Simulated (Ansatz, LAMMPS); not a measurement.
# An extra electron or hole in amorphous 32Ga2O3-68GeO2 (mol %) (69 atoms)

Does an extra electron or hole in amorphous 32Ga2O3-68GeO2 (mol %) (69 atoms) stay spread out, or do the atoms trap it?

Calculated with Ansatz 0.2.0; Kohn-Sham DFT, PBE, PAW (set soft_1), plane waves.

## Step 1: Starting point

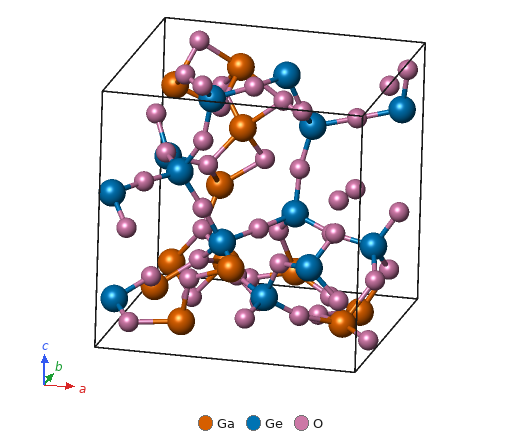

Start, viewed slightly off an axis; gallium orange, germanium blue, oxygen pink. Bonds to atoms that aren't drawn are left out. Some periodic images of atoms are drawn too.

The cell holds 69 atoms: 12 Ga, 13 Ge and 44 O. Its edges and angles: a = 10.328 Å, b = 10.328 Å, c = 10.328 Å, α = 90.0°, β = 90.0°, γ = 90.0°. 69 atoms (12 Fe, 13 Ge, 44 O) placed at random at 3.56 g/cm³, melted at 5000 K for 10 ps at fixed volume with the Morse and Coulomb pair potential with partial charges (Pedone, Malavasi, Menziani, Cormack and Segre, J. Phys. Chem. B 110, 11780 (2006)). Quenched from 5000 K to 300 K at 20 K/ps and fixed volume, held 5 ps, then minimised at fixed cell. Then Fe was replaced by Ga and the cell scaled by 1.006 (the potential has no terms for the new elements, so the cell is a start for a DFT relaxation).

Limits known from the start: The quench rate of 20 K/ps is orders of magnitude faster than experiment, which tends to freeze in extra defects. The starting topology of bonds comes from the classical model, and needn't be the one that DFT or experiment would give. The Brillouin zone is sampled at Γ only, in a cell whose shortest periodic width is 10 Å.

## Step 2: Single point at the start

The forces at the start show how far the geometry lies from a minimum of this functional.

The input, input.yaml:

```yaml
crystal:
  lattice:
    - [10.3277, 0.0, 0.0]
    - [0.0, 10.3277, 0.0]
    - [0.0, 0.0, 10.3277]
  atoms:
    - { symbol: Ga, position: [0.33448, 0.83463, 0.8876] }
    - { symbol: Ga, position: [0.32372, 0.73792, 0.15224] }
    - { symbol: Ga, position: [0.3036, 0.10445, 0.10085] }
    - { symbol: Ga, position: [0.13087, 0.6349, 0.85452] }
    - { symbol: Ga, position: [0.34058, 0.87166, 0.6393] }
    - { symbol: Ga, position: [0.54686, 0.92026, 0.0844] }
    - { symbol: Ga, position: [0.24196, 0.94615, 0.38579] }
    - { symbol: Ga, position: [0.84061, 0.45625, 0.04298] }
    - { symbol: Ga, position: [0.11266, 0.47308, 0.11321] }
    - { symbol: Ga, position: [0.08137, 0.87879, 0.08696] }
    - { symbol: Ga, position: [0.50523, 0.02922, 0.34808] }
    - { symbol: Ga, position: [0.83889, 0.74855, 0.00538] }
    - { symbol: Ge, position: [0.02235, 0.20212, 0.13428] }
    - { symbol: Ge, position: [0.36629, 0.47552, 0.30854] }
    - { symbol: Ge, position: [0.21527, 0.39198, 0.59405] }
    - { symbol: Ge, position: [0.56669, 0.59883, 0.94541] }
    - { symbol: Ge, position: [0.90173, 0.66963, 0.29047] }
    - { symbol: Ge, position: [0.09961, 0.6901, 0.55842] }
    - { symbol: Ge, position: [0.94414, 0.89184, 0.76514] }
    - { symbol: Ge, position: [0.58204, 0.26641, 0.17566] }
    - { symbol: Ge, position: [0.01883, 0.1268, 0.56799] }
    - { symbol: Ge, position: [0.78462, 0.11985, 0.35258] }
    - { symbol: Ge, position: [0.58271, 0.73266, 0.36837] }
    - { symbol: Ge, position: [0.33315, 0.37835, 0.8952] }
    - { symbol: Ge, position: [0.62788, 0.78836, 0.69901] }
    - { symbol: O, position: [0.71439, 0.59677, 0.02599] }
    - { symbol: O, position: [0.10296, 0.02035, 0.4703] }
    - { symbol: O, position: [0.96119, 0.59972, 0.94348] }
    - { symbol: O, position: [0.29404, 0.69335, 0.76881] }
    - { symbol: O, position: [0.20341, 0.84646, 0.23771] }
    - { symbol: O, position: [0.78362, 0.84488, 0.72897] }
    - { symbol: O, position: [0.97162, 0.03949, 0.7012] }
    - { symbol: O, position: [0.97221, 0.32444, 0.02971] }
    - { symbol: O, position: [0.19261, 0.74908, 0.00042] }
    - { symbol: O, position: [0.46315, 0.7087, 0.02218] }
    - { symbol: O, position: [0.89526, 0.14455, 0.22711] }
    - { symbol: O, position: [0.25848, 0.56197, 0.20722] }
    - { symbol: O, position: [0.30685, 0.36759, 0.73117] }
    - { symbol: O, position: [0.20428, 0.47785, 0.94785] }
    - { symbol: O, position: [0.1371, 0.30435, 0.20324] }
    - { symbol: O, position: [0.03224, 0.76203, 0.69692] }
    - { symbol: O, position: [0.94387, 0.5306, 0.20167] }
    - { symbol: O, position: [0.69086, 0.9818, 0.35937] }
    - { symbol: O, position: [0.54746, 0.10446, 0.13594] }
    - { symbol: O, position: [0.49658, 0.84246, 0.262] }
    - { symbol: O, position: [0.36816, 0.94018, 0.03539] }
    - { symbol: O, position: [0.11127, 0.06642, 0.09019] }
    - { symbol: O, position: [0.61803, 0.65148, 0.79599] }
    - { symbol: O, position: [0.87316, 0.15193, 0.48681] }
    - { symbol: O, position: [0.12687, 0.53578, 0.6195] }
    - { symbol: O, position: [0.96621, 0.8718, 0.92806] }
    - { symbol: O, position: [0.49372, 0.86887, 0.76191] }
    - { symbol: O, position: [0.70069, 0.34212, 0.09334] }
    - { symbol: O, position: [0.99312, 0.68296, 0.42904] }
    - { symbol: O, position: [0.93819, 0.78215, 0.17096] }
    - { symbol: O, position: [0.1081, 0.26544, 0.58197] }
    - { symbol: O, position: [0.23297, 0.77841, 0.51131] }
    - { symbol: O, position: [0.29882, 0.42583, 0.45146] }
    - { symbol: O, position: [0.64811, 0.21881, 0.32773] }
    - { symbol: O, position: [0.69661, 0.86131, 0.01921] }
    - { symbol: O, position: [0.4054, 0.97211, 0.49582] }
    - { symbol: O, position: [0.45294, 0.36221, 0.22068] }
    - { symbol: O, position: [0.33592, 0.07803, 0.27872] }
    - { symbol: O, position: [0.23892, 0.94389, 0.77286] }
    - { symbol: O, position: [0.47343, 0.46279, 0.93127] }
    - { symbol: O, position: [0.32713, 0.23957, 0.98471] }
    - { symbol: O, position: [0.47468, 0.60462, 0.33637] }
    - { symbol: O, position: [0.73696, 0.68518, 0.31896] }
    - { symbol: O, position: [0.58876, 0.76292, 0.53531] }
kpoints:
  mp_grid: { grid: [1, 1, 1] }
hamiltonian:
  xc: pbe
  pseudopotentials: { kind: paw, azcp: { folder: soft_1 } }
scf:
  occupations: { method: fermi_dirac, width: 0.05 }
output:
  forces: true
```

On the command line:

```console
$ ansatz run input.yaml --threads 4 --pin off --max-ram 8192MiB --backend cpu --events-out ev --progress --plain --runs-dir out
```

Numbers of over 12 decimals in the logs are rounded to 6 here.

The log of the run:

```text
[...]
Pseudopotentials: kind: paw
Pseudopotential: Ga, paw, valence charge 13, recommended cutoff 420 eV (normal), soft_1/Ga.paw.azcp
Pseudopotential: Ge, paw, valence charge 14, recommended cutoff 420 eV (normal), soft_1/Ge.paw.azcp
Pseudopotential: O, paw, valence charge 6, recommended cutoff 420 eV (normal), soft_1/O.paw.azcp
[... 5 lines on functional and potentials left out ...]
Crystal: 69 atoms, lattice volume = 1101.567 Å³
Basis set: ecut = 420 eV, 21559 PW (Γ), exchange–correlation on 144×144×144 points (8 copies of the dense FFT grid, shifted against one another)
Bands: 370, of which v1, the nominal top of the filled ones, is band 301 counted from 1 (300 counted from 0)
Symmetry: 1 space group operations
Space group: P1 (ITA 1), of the structure as read, at distance tolerance 1.0e-4 Å
k-points: 1
[... 7 lines on functional and potentials left out ...]
Initial density: superposition of atomic densities (chi_scale 0.1, normalization cell, long waves kept (reshape's long-wave potential 0.66 eV rms))
Initial wavefunctions: pseudopotential atomic-orbital guess
[...]
SCF iter   1: F=—  HF=-126213.778081 eV  |F-HF|=—  |Δ(HF+E_count)|=         —  Δρ=9.82e-2  dr2=7.26e1  ethr=3.10e-3  ⟨swp⟩=6.0  Hψ=1383  notcnv=0  defer=29
preconditioner: auto → Resta (q_TF=auto, 2.467 Å⁻¹)  ε∞=2.9  [insulator: Δε(μ)=2.016 eV  Ē_g=20.136 eV  σ=0.050 eV  W_gap=1.00  n_scr=256 (ndim 8)  ℏωp=27.5 eV  f_vac=0.234  D(μ)=0.00/eV (n_scr^D=0)  ε∞_Penn≈2.9]
SCF iter   2: F=—  HF=-126194.536870 eV  |F-HF|=—  |Δ(HF+E_count)|=    1.92e1  Δρ=4.24e-2  dr2=1.14e1  ethr=3.10e-3  ⟨swp⟩=3.0  Hψ=666  notcnv=0  defer=62
SCF iter   3: F=—  HF=-126191.258497 eV  |F-HF|=—  |Δ(HF+E_count)|=    3.28e0  Δρ=1.48e-2  dr2=2.32e0  ethr=1.90e-3  ⟨swp⟩=4.0  Hψ=617  notcnv=0  defer=39
automatic band count: iteration 3 solves 349 bands in place of 370: the levels show a gap, and the empty bands left out lie too high to hold charge; the band table lists the bands solved (type scf.n_extra_bands for more)
SCF iter   4: F=—  HF=-126190.844626 eV  |F-HF|=—  |Δ(HF+E_count)|=   4.14e-1  Δρ=8.27e-3  dr2=9.64e-1  ethr=3.85e-4  ⟨swp⟩=3.0  Hψ=530  notcnv=0  defer=39
SCF iter   5: F=—  HF=-126190.913769 eV  |F-HF|=—  |Δ(HF+E_count)|=   6.91e-2  Δρ=6.30e-3  dr2=5.03e-1  ethr=1.60e-4  ⟨swp⟩=2.0  Hψ=605  notcnv=0  defer=39
[...]
SCF iter  15: F=—  HF=-126190.864006 eV  |F-HF|=—  |Δ(HF+E_count)|=   2.23e-7  Δρ=4.26e-6  dr2=2.44e-7  ethr=1.71e-10  ⟨swp⟩=2.0  Hψ=511  notcnv=0  defer=39
SCF iter  16: F=-126190.864006 eV  HF=-126190.864006 eV  |F-HF|=2.37e-9  |Δ(HF+E_count)|=   1.98e-8  Δρ=2.15e-6  dr2=5.63e-8  ethr=1.66e-11  ⟨swp⟩=4.0  Hψ=1076  notcnv=0
SCF 1 converged in 16 iterations: F = -126190.864006 eV  dr2 = 5.63e-8
[...]
SCF converged after 16 iterations
Free energy (F): -126190.864006 eV
Harris-Foulkes:  -126190.864006 eV  (|F-HF|=2.37e-9)
Internal energy: -126190.839415 eV  (E = F + TS)
E sigma→0 (E₀):  -126190.851710 eV
Entropy (-TS):   -0.024591 eV (-0.356 meV/atom)
Fermi energy:    4.464058 eV
--- Per-component energies (eV) ---
[...]
Σ components = -126190.864006   (vs F -126190.864006, Δ=0.00e0)
--- Forces (eV/Å), atoms counted from 1 ---
  atom   1  Ga    -0.70915207    -0.16052689    -1.32020250
  atom   2  Ga    -0.19591809    -0.54662887    -0.31150939
  atom   3  Ga     0.41482305     0.43975055    -0.06490291
  atom   4  Ga     0.88339154     0.17716246     0.23655385
[...]
atom  69  O     -0.18760869    -0.24811342    -0.31722589
  max |Σ_I F_I| component: 7.38e-5 eV/Å
```

Wall time 13 s (4 threads of Arm Neoverse V2, shared host); peak memory 1.4 GiB.

The column dr2 measures how far the density is from self-consistency, as an energy; F and HF (Harris–Foulkes) agree once it is small.

The r.m.s. force at the start is 0.80 eV/Å.

## Step 3: Relaxation

With the cell held, the atoms are moved downhill towards a nearby minimum.

The input, input.yaml:

```yaml
crystal:
  lattice:
    - [10.3277, 0.0, 0.0]
    - [0.0, 10.3277, 0.0]
    - [0.0, 0.0, 10.3277]
  atoms:
    [... the 69 atom lines of step 2 ...]
kpoints:
  mp_grid: { grid: [1, 1, 1] }
hamiltonian:
  xc: pbe
  pseudopotentials: { kind: paw, azcp: { folder: soft_1 } }
scf:
  occupations: { method: fermi_dirac, width: 0.05 }
output:
  forces: true
relax:
  f_tol: 0.05
  max_steps: 120
```

The log of the run:

```text
[...]
Crystal: 69 atoms, lattice volume = 1101.567 Å³
Basis set: ecut = 420 eV, 21559 PW (Γ), exchange–correlation on 144×144×144 points (8 copies of the dense FFT grid, shifted against one another)
Bands: 370, of which v1, the nominal top of the filled ones, is band 301 counted from 1 (300 counted from 0)
Symmetry: 1 space group operations
[...]
k-points: 1
[...]
SCF iter   1: F=—  HF=-126213.778080 eV  |F-HF|=—  |Δ(HF+E_count)|=         —  Δρ=9.82e-2  dr2=7.26e1  ethr=3.10e-3  ⟨swp⟩=6.0  Hψ=1383  notcnv=0  defer=29
[...]
SCF iter  12: F=-126190.863987 eV  HF=-126190.864016 eV  |F-HF|=2.81e-5  |Δ(HF+E_count)|=   3.37e-5  Δρ=4.28e-5  dr2=2.81e-5  ethr=1.04e-8  ⟨swp⟩=4.0  Hψ=1074  notcnv=0
SCF 1 converged in 12 iterations: F = -126190.863987 eV  dr2 = 2.81e-5
[...]
relax step   1: F+E_penalty+E_count = -126190.86398745 eV  Δ(F+E_penalty+E_count) = +0.000e0 eV  max|allowed force component| = 2.024e0 eV/Å  Δτ_max = 0.0000 Å  (12 SCF iters, dr2 threshold 6.25e-5 eV, accepted)
[...]
relax step   2: F+E_penalty+E_count = -126193.46679855 eV  Δ(F+E_penalty+E_count) = -2.603e0 eV  max|allowed force component| = 1.303e0 eV/Å  Δτ_max = 0.1541 Å  (7 SCF iters, dr2 threshold 1.00e-4 eV, accepted)
[...]
relax step   3: F+E_penalty+E_count = -126194.87357482 eV  Δ(F+E_penalty+E_count) = -1.407e0 eV  max|allowed force component| = 5.823e-1 eV/Å  Δτ_max = 0.1861 Å  (7 SCF iters, dr2 threshold 1.00e-4 eV, accepted)
relax step   4: F+E_penalty+E_count = -126195.50991979 eV  Δ(F+E_penalty+E_count) = -6.363e-1 eV  max|allowed force component| = 5.279e-1 eV/Å  Δτ_max = 0.2000 Å  (7 SCF iters, dr2 threshold 6.77e-5 eV, accepted)
relax step   5: F+E_penalty+E_count = -126195.93972776 eV  Δ(F+E_penalty+E_count) = -4.298e-1 eV  max|allowed force component| = 2.829e-1 eV/Å  Δτ_max = 0.1952 Å  (7 SCF iters, dr2 threshold 5.56e-5 eV, accepted)
relax step   6: F+E_penalty+E_count = -126196.19069496 eV  Δ(F+E_penalty+E_count) = -2.510e-1 eV  max|allowed force component| = 2.034e-1 eV/Å  Δτ_max = 0.2000 Å  (7 SCF iters, dr2 threshold 2.30e-5 eV, accepted)
relax step   7: F+E_penalty+E_count = -126196.40138191 eV  Δ(F+E_penalty+E_count) = -2.107e-1 eV  max|allowed force component| = 2.344e-1 eV/Å  Δτ_max = 0.1922 Å  (7 SCF iters, dr2 threshold 1.19e-5 eV, accepted)
relax step   8: F+E_penalty+E_count = -126196.54901714 eV  Δ(F+E_penalty+E_count) = -1.476e-1 eV  max|allowed force component| = 1.854e-1 eV/Å  Δτ_max = 0.2000 Å  (7 SCF iters, dr2 threshold 2.84e-5 eV, accepted)
relax step   9: F+E_penalty+E_count = -126196.63363439 eV  Δ(F+E_penalty+E_count) = -8.462e-2 eV  max|allowed force component| = 1.029e-1 eV/Å  Δτ_max = 0.2000 Å  (7 SCF iters, dr2 threshold 2.15e-5 eV, accepted)
relax step  10: F+E_penalty+E_count = -126196.63028932 eV  Δ(F+E_penalty+E_count) = +3.345e-3 eV  max|allowed force component| = 1.935e-1 eV/Å  Δτ_max = 0.0868 Å  (8 SCF iters, dr2 threshold 3.27e-6 eV, rejected (line search))
relax step  11: F+E_penalty+E_count = -126196.65138947 eV  Δ(F+E_penalty+E_count) = -1.776e-2 eV  max|allowed force component| = 5.195e-2 eV/Å  Δτ_max = 0.0434 Å  (9 SCF iters, accepted)
relax step  12: F+E_penalty+E_count = -126196.65932053 eV  Δ(F+E_penalty+E_count) = -7.931e-3 eV  max|allowed force component| = 3.095e-2 eV/Å  Δτ_max = 0.1000 Å  (9 SCF iters, accepted)
relax step  13: F+E_penalty+E_count = -126196.66024695 eV  Δ(F+E_penalty+E_count) = -9.264e-4 eV  max|allowed force component| = 5.887e-2 eV/Å  Δτ_max = 0.0644 Å  (9 SCF iters, accepted)
[...]
relax step  14: F+E_penalty+E_count = -126196.66156507 eV  Δ(F+E_penalty+E_count) = -1.318e-3 eV  max|allowed force component| = 3.890e-2 eV/Å  Δτ_max = 0.0070 Å  (6 SCF iters, accepted)
SCF converged after 6 iterations
Free energy (F): -126196.661565 eV
[...]
Internal energy: -126196.661310 eV  (E = F + TS)
E sigma→0 (E₀):  -126196.661438 eV
Entropy (-TS):   -0.000255 eV (-0.004 meV/atom)
Fermi energy:    4.242213 eV
[...]
--- Forces (eV/Å), atoms counted from 1 ---
  atom   1  Ga     0.01808815     0.00588205     0.00420178
  atom   2  Ga     0.01836629     0.00476981    -0.00875686
  atom   3  Ga     0.00184813    -0.00888582    -0.00480954
  atom   4  Ga    -0.00526909    -0.00415963     0.00883871
  atom   5  Ga     0.02200004    -0.01275502    -0.01604023
  atom   6  Ga     0.00645553    -0.01576896    -0.01679213
  atom   7  Ga     0.00148217    -0.00071984    -0.00853551
  atom   8  Ga     0.00959988     0.00377538    -0.00665224
  atom   9  Ga    -0.00894948    -0.00212775    -0.00234579
  atom  10  Ga     0.02445273     0.01896028    -0.00455740
  atom  11  Ga     0.01403229    -0.00156753     0.00130360
  atom  12  Ga    -0.00870745     0.00097462    -0.00873541
  atom  13  Ge     0.00791556     0.00863744    -0.00848103
  atom  14  Ge     0.00563385     0.01381765    -0.00225985
[...]
atom  68  O     -0.00228509    -0.00450624    -0.00169171
  atom  69  O     -0.01047956     0.01232991     0.00172779
  max |Σ_I F_I| component: 8.22e-5 eV/Å
--- Relaxed structure (14 steps of the walk, 13 accepted, 0 SCFs on fresh bases) ---
  F+E_penalty+E_count = -126196.66156507 eV   max|allowed force component| = 3.890e-2 eV/Å
  atoms:
    - { symbol: Ga, position: [0.316752, 0.821558, 0.885048] }
    - { symbol: Ga, position: [0.310505, 0.699471, 0.156655] }
    - { symbol: Ga, position: [0.304899, 0.098345, 0.092617] }
    - { symbol: Ga, position: [0.102961, 0.631499, 0.893474] }
[...]
- { symbol: O, position: [0.568428, 0.725558, 0.527474] }
```

Run time: 1.8 min. Hardware: 4 threads; peak memory 1.4 GiB.

The relaxation converged after 14 steps, 5.80 eV below its start, with a largest force component of 0.039 eV/Å.

(Continued in part 2 of 3.)

[Logs are printed without paths, hosts, clocks, repeated set-up lines and the standing remarks that a program may print on its own settings, such as how far it seeks lower states.]

[Hosts, paths, dates, database ids (printed as entryN), source tags and the programs' standing remarks are cut or masked in the printed files.]
